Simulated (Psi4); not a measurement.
**CCSD/6-31G(d) (spherical functions, sweep point 4) run of P2H2 (phosphanylidenephosphane)**

Aim: the energy change on altering one bond length of P2H2 (phosphanylidenephosphane) at CCSD/6-31G* (spherical functions, sweep point 4), from 2 runs. 

Program for the calculation: Psi4 1.11.

**1. The structure to begin with**

P2H2 has 4 atoms, charge 0, and is taken as a singlet. As SMILES, `[H]/P=P/[H]`. Geometry: relaxed at GFN2-xTB.

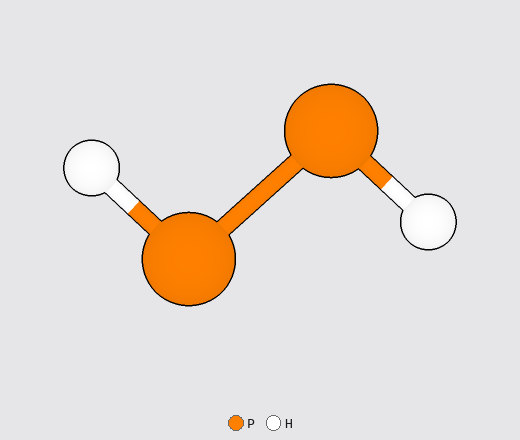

Viewed from a chosen angle; phosphorus orange, hydrogen white.

**2. The energy at CCSD/6-31G(d) (spherical functions, sweep point 4)**

calc.dat

```
memory 1.6 GB

molecule mol {
  P     -0.024370    -1.003630     0.088350
  P      0.024420     1.003540    -0.088260
  H      1.037260    -1.067570     1.003320
  H     -1.037310     1.067660    -1.003410
  symmetry c1
}

set basis 6-31G*
set puream true
set scf_type pk
set num_frozen_docc 10

energy("ccsd")
```

On the command line:

```console
$ psi4 -i calc.dat -o calc.out -n 1
```

calc.out:

```text
[...]
  Running in c1 symmetry.
[...]
  Nuclear repulsion =   76.759456495580409
[...]
  Multiplicity = 1
[...]
  Nalpha       = 16
  Nbeta        = 16
[...]
    Number of basis functions: 40
[...]
   @RHF iter   1:  -682.54552106896278   -4.29729e-01   3.31404e-03 ADIIS/DIIS
[...]
   @RHF iter  10:  -682.56651411627956   -2.84217e-12   5.65368e-09 DIIS
[...]
    Orbital Energies [Eh]
    ---------------------
    Doubly Occupied:
       1A    -79.950703     2A    -79.950664     3A     -7.508516
       4A     -7.508146     5A     -5.400800     6A     -5.400243
       7A     -5.400142     8A     -5.400012     9A     -5.399447
      10A     -5.398884    11A     -0.922523    12A     -0.728080
      13A     -0.494596    14A     -0.493806    15A     -0.367243
      16A     -0.355853
[...]
  @RHF Final Energy:  -682.56651411627956
   => Energetics <=
    Nuclear Repulsion Energy =             76.7594564955804088
    One-Electron Energy =               -1097.2926244542663881
    Two-Electron Energy =                 337.9666538424065720
    Total Energy =                       -682.5665141162794498
[...]
 Multipole Moments:
 ------------------------------------------------------------------------------------
     Multipole            Electronic (a.u.)      Nuclear  (a.u.)        Total (a.u.)
 ------------------------------------------------------------------------------------
 L = 1.  Multiply by 2.5417464519 to convert [e a0] to [Debye]
 Dipole X            :          0.0001536           -0.0000937            0.0000599
 Dipole Y            :         -0.0002129            0.0001686           -0.0000443
 Dipole Z            :          0.0002288           -0.0001686            0.0000602
 Magnitude           :                                                    0.0000957
[...]
      * MP2 total energy                      = -682.773529441471510
[...]
      * CCSD total energy                     = -682.807238024539060
[...]
```

Wall time 1.5 s (1 thread of Intel Xeon 6975P-C (Granite Rapids), shared host); peak memory 0.2 GiB.

**3. The distorted shape, same level**

input.dat

```
memory 1.6 GB

molecule geom {
  0 1
  P     -0.873643    -0.952480    -0.643599
  P     -0.824853     1.054690    -0.820209
  H      1.037260    -1.067570     1.003320
  H     -1.886583     1.118810    -1.735359
  symmetry c1
}

set {
  basis           6-31G*
  reference       rhf
  puream          true
  scf_type        pk
  num_frozen_docc 10
}

energy('ccsd')
print_variables()
```

On the command line:

```console
$ psi4 -i input.dat -o output.dat -n 1
```

output.dat:

```text
[...]
  Running in c1 symmetry.
[...]
  Nuclear repulsion =   73.463398368637996
[...]
  Multiplicity = 1
[...]
  Nalpha       = 16
  Nbeta        = 16
[...]
    Number of basis functions: 40
[...]
   @RHF iter   1:  -682.39989115544120   -6.17766e-01   3.36349e-03 DIIS/ADIIS
[...]
   @RHF iter  13:  -682.43157903707845   -1.93268e-12   2.83388e-09 DIIS
[...]
    Orbital Energies [Eh]
    ---------------------
    Doubly Occupied:
       1A    -80.010587     2A    -79.969738     3A     -7.558536
       4A     -7.527212     5A     -5.449585     6A     -5.449182
       7A     -5.448896     8A     -5.419063     9A     -5.418794
      10A     -5.418035    11A     -0.926551    12A     -0.694453
      13A     -0.508378    14A     -0.419088    15A     -0.372528
      16A     -0.329331
[...]
  @RHF Final Energy:  -682.43157903707845
   => Energetics <=
    Nuclear Repulsion Energy =             73.4633983686379963
    One-Electron Energy =               -1089.9500438330674115
    Two-Electron Energy =                 334.0550664273509938
    Total Energy =                       -682.4315790370784498
[...]
 Multipole Moments:
 ------------------------------------------------------------------------------------
     Multipole            Electronic (a.u.)      Nuclear  (a.u.)        Total (a.u.)
 ------------------------------------------------------------------------------------
 L = 1.  Multiply by 2.5417464519 to convert [e a0] to [Debye]
 Dipole X            :         -1.3876035            0.7956082           -0.5919953
 Dipole Y            :          0.3279643           -0.0477549            0.2802094
 Dipole Z            :         -1.2224350            0.6856099           -0.5368251
 Magnitude           :                                                    0.8468511
[...]
      * MP2 total energy                      = -682.660714166883054
[...]
      * CCSD total energy                     = -682.712801981397661
[...]
```

Wall time 1.6 s (1 thread of Intel Xeon 6975P-C (Granite Rapids), shared host); peak memory 0.2 GiB.

**4. Summary of results**

Level: CCSD/6-31G* (spherical functions, sweep point 4), 10 core orbitals frozen.

| quantity | value |
| --- | --- |
| first shape: total energy | -682.80724 Eh |
| first shape: HOMO energy (Hartree–Fock orbitals) | -9.68 eV |
| first shape: LUMO energy (Hartree–Fock orbitals) | 0.21 eV |
| first shape: HOMO–LUMO gap (Hartree–Fock orbitals) | 9.89 eV |
| first shape: correlation energy (10 core orbitals frozen) | -240.7 mEh |
| first shape: T1 diagnostic | 0.015 |
| distorted shape: total energy | -682.71280 Eh |
| distorted shape: HOMO energy (Hartree–Fock orbitals) | -8.96 eV |
| distorted shape: LUMO energy (Hartree–Fock orbitals) | -0.17 eV |
| distorted shape: HOMO–LUMO gap (Hartree–Fock orbitals) | 8.80 eV |
| distorted shape: correlation energy (10 core orbitals frozen) | -281.2 mEh |
| distorted shape: T1 diagnostic | 0.029 |
| energy change with the P1–H3 bond stretched from 1.403 to 2.525 Å | 2.570 eV |

What this shows: One bond (distorted shape) is far stretched, which a spin-restricted single reference describes badly; a broken-symmetry solution may lie lower. With the P1–H3 bond stretched from 1.403 to 2.525 Å the energy rises by 2.57 eV (59 kcal/mol). The first shape isn't relaxed at this level, so the change isn't measured from a minimum. A restricted reference can't describe the breaking bond well at this length. The T1 diagnostic (distorted shape) of 0.029 is above the customary mark for such species, so a single reference may not serve.
